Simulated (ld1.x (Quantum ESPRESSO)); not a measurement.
## Pseudopotential generation: Ag (part 2 of 2)

Continued. System: silver (Ag, Z = 47), core [Kr], reference valence 4d10 5s1 5p0, valence charge 11. Method: TM potential, PBE, scalar-relativistic, made with ld1.x (Quantum ESPRESSO) 7.5.

### Output of the test run (extracts), continued
```
     ---------------------- End of pseudopotential test ----------------------

     ---------------------- Testing the pseudopotential ----------------------

     Ag
     scalar relativistic calculation

     atomic number is 47.00   valence charge is 11.00
     dft =PBE   lsd =0 sic =0 latt =0  beta=0.20 tr2=1.0E-14
     mesh =1237 r(mesh) =  99.46963 xmin = -7.00 dx = 0.01250

     n l     nl             e AE (Ry)        e PS (Ry)    De AE-PS (Ry)
     3 2     4D   1( 9.00)       -0.78718       -0.80887        0.02170  !
     1 0     5S   1( 2.00)       -0.40805       -0.40849        0.00044
     2 1     5P   1( 0.00)       -0.09034       -0.08922       -0.00111

     eps = 2.8E-15  iter = 20

     Etot =  -10631.775891 Ry,   -5315.887945 Ha, -144652.680124 eV
     Etotps =   -73.324933 Ry,     -36.662466 Ha,    -997.636536 eV
     dEtot_ae =       0.299653 Ry
     dEtot_ps =       0.309642 Ry,   Delta E=      -0.009989 Ry

     Ekin =      61.202841 Ry,      30.601420 Ha,     832.707073 eV
     Encl =    -137.102126 Ry,     -68.551063 Ha,   -1865.369453 eV
     Ehrt =      68.516638 Ry,      34.258319 Ha,     932.216349 eV
     Ecxc =     -11.079901 Ry,      -5.539951 Ha,    -150.749738 eV
     Epseu=     -54.862384 Ry,     -27.431192 Ha,    -746.440767 eV

     ---------------------- End of pseudopotential test ----------------------

     ---------------------- Testing the pseudopotential ----------------------

     Ag
     scalar relativistic calculation

     atomic number is 47.00   valence charge is 11.00
     dft =PBE   lsd =0 sic =0 latt =0  beta=0.20 tr2=1.0E-14
     mesh =1237 r(mesh) =  99.46963 xmin = -7.00 dx = 0.01250

     n l     nl             e AE (Ry)        e PS (Ry)    De AE-PS (Ry)
     3 2     4D   1( 9.00)       -0.92072       -0.94528        0.02456  !
     1 0     5S   1( 1.00)       -0.49606       -0.49691        0.00085
     2 1     5P   1( 1.00)       -0.15316       -0.15238       -0.00078

     eps = 4.3E-15  iter = 22

     Etot =  -10631.445495 Ry,   -5315.722747 Ha, -144648.184856 eV
     Etotps =   -72.992854 Ry,     -36.496427 Ha,    -993.118373 eV
     dEtot_ae =       0.630049 Ry
     dEtot_ps =       0.641721 Ry,   Delta E=      -0.011672 Ry

     Ekin =      61.744378 Ry,      30.872189 Ha,     840.075053 eV
     Encl =    -135.565745 Ry,     -67.782873 Ha,   -1844.465929 eV
     Ehrt =      67.075953 Ry,      33.537976 Ha,     912.614828 eV
     Ecxc =     -10.937278 Ry,      -5.468639 Ha,    -148.809250 eV
     Epseu=     -55.310161 Ry,     -27.655080 Ha,    -752.533075 eV

     ---------------------- End of pseudopotential test ----------------------

     ---------------------- Testing the pseudopotential ----------------------

     Ag
     scalar relativistic calculation

     atomic number is 47.00   valence charge is 11.00
     dft =PBE   lsd =0 sic =0 latt =0  beta=0.20 tr2=1.0E-14
     mesh =1237 r(mesh) =  99.46963 xmin = -7.00 dx = 0.01250

     n l     nl             e AE (Ry)        e PS (Ry)    De AE-PS (Ry)
     3 2     4D   1( 7.00)       -4.40306       -4.48855        0.08549  !
     1 0     5S   1( 0.00)       -3.16250       -3.14902       -0.01348  !
     2 1     5P   1( 0.00)       -2.50954       -2.51938        0.00984  !

     eps = 9.4E-15  iter = 11

     Etot =  -10623.418864 Ry,   -5311.709432 Ha, -144538.976976 eV
     Etotps =   -64.857616 Ry,     -32.428808 Ha,    -882.432817 eV
     dEtot_ae =       8.656680 Ry
     dEtot_ps =       8.776959 Ry,   Delta E=      -0.120279 Ry

     Ekin =      53.879553 Ry,      26.939776 Ha,     733.068661 eV
     Encl =     -97.813900 Ry,     -48.906950 Ha,   -1330.825912 eV
     Ehrt =      35.767372 Ry,      17.883686 Ha,     486.639882 eV
     Ecxc =      -7.940745 Ry,      -3.970372 Ha,    -108.039335 eV
     Epseu=     -48.749895 Ry,     -24.374948 Ha,    -663.276113 eV

     ---------------------- End of pseudopotential test ----------------------
```

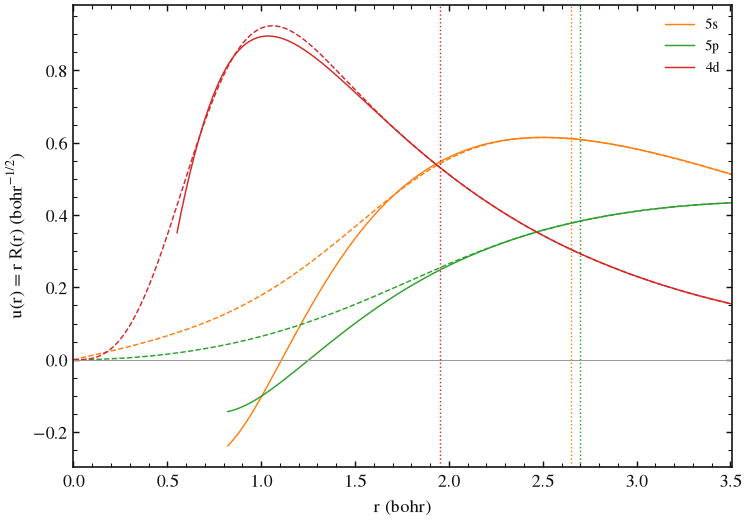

**Figure 1.** Partial waves u(r) = r R(r), all-electron (solid) and pseudo (dashed). Dotted lines mark the matching radii. The innermost oscillations of some all-electron curves aren't drawn. Pseudo-waves: 5s has no node; 5p has no node; 4d has no node.

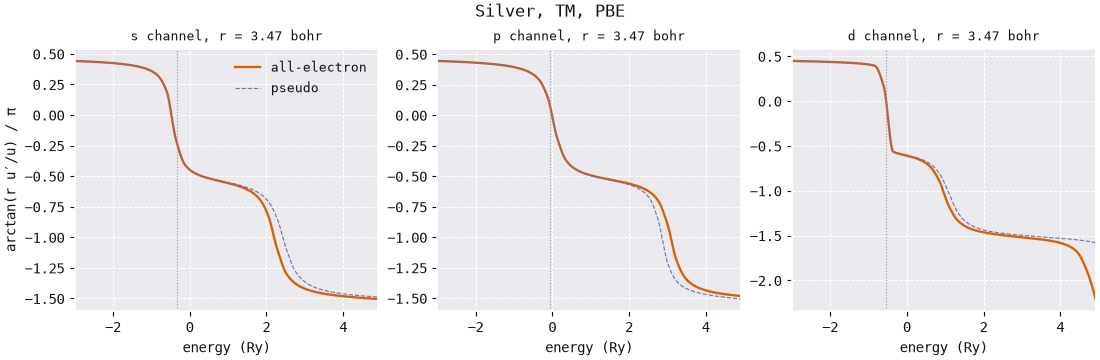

**Figure 2.** Unwrapped phase arctan(r u′/u) in units of π against energy, all-electron (solid) and pseudo (dashed); the pseudo phase is matched to the all-electron one at the reference energy. Here u = r R(r). A near-vertical step is a level narrower than the spacing of the points behind the curves. The dotted line marks the reference energy of the channel.

- First channel to depart above its reference energy: the d channel: its phase error passes 0.05 rad 1.0 Ry above its reference energy, against 1.8 Ry for s.
- Ghost states: Going away from the reference energies, the phases part by more than π/2 in: d at about 4.8 Ry (above its reference energy, pseudo phase higher). Such a step is either a state that only one of the two atoms has or an ordinary level shifted in energy. The separate test gives: no ghost state below the valence levels in the s, p, d, f channels.
- Range over which the phases agree within 0.05 rad: s: up to about 1.5 Ry; p: up to about 2.2 Ry; d: up to about 0.4 Ry.

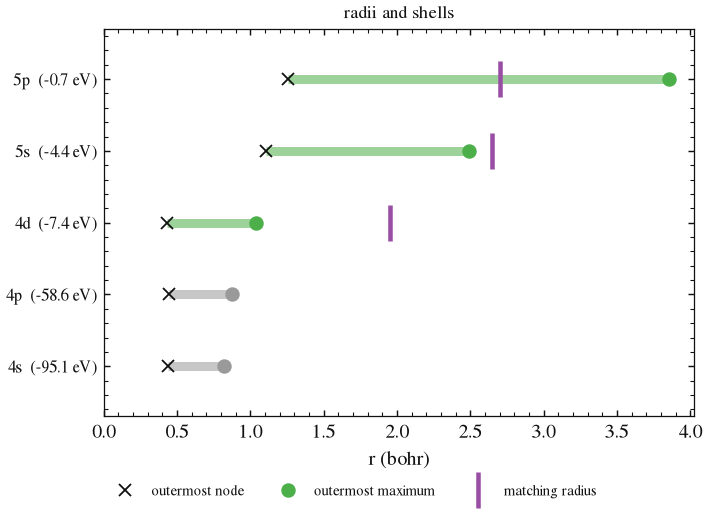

**Figure 3.** Outer shells of the all-electron reference atom: each bar runs from the outermost node (or the nucleus) to the outermost maximum of u(r); the tick is the radius chosen for the pseudo-wave. Shells without a tick have no pseudo-wave of their own. Levels, nodes and maxima are from ld1.x, scalar-relativistic.

- Radii against the shells: 4d: 1.95 bohr, outside the maximum; 5s: 2.65 bohr, outside the maximum; 5p: 2.70 bohr, between node and maximum.

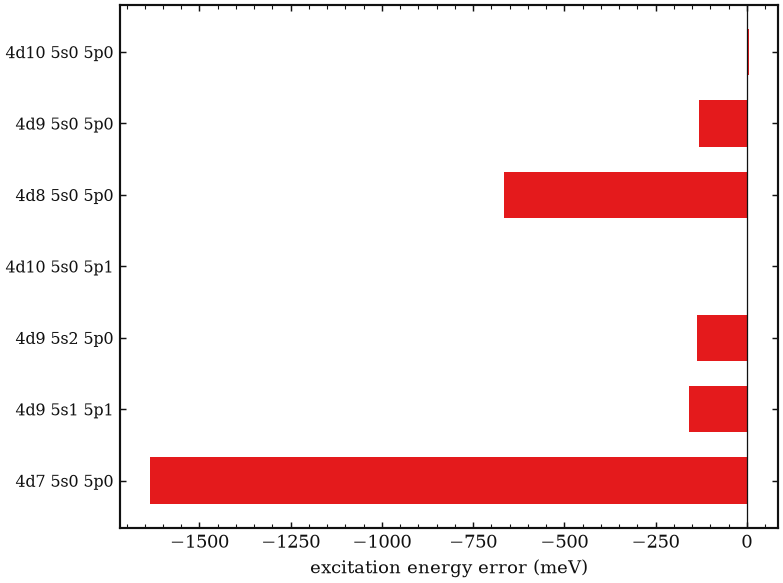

**Figure 4.** Errors, all-electron minus pseudo, of the energies of valence configurations relative to the unpolarised reference 4d10 5s1 5p0.

- Worst configuration: 4d7 5s0 5p0 (charge +4): the error is -1636 meV on an all-electron energy of +117.78 eV relative to the reference, or 1.4 %.
- Configurations within 10 meV and within 50 meV: 2 and 2 of 7.
- Errors in meV: 4d10 5s0 5p0: +4.9; 4d9 5s0 5p0: -131; 4d8 5s0 5p0: -666; 4d10 5s0 5p1: +0.9; 4d9 5s2 5p0: -136; 4d9 5s1 5p1: -159; 4d7 5s0 5p0: -1636.

Outcome of the run: generated.
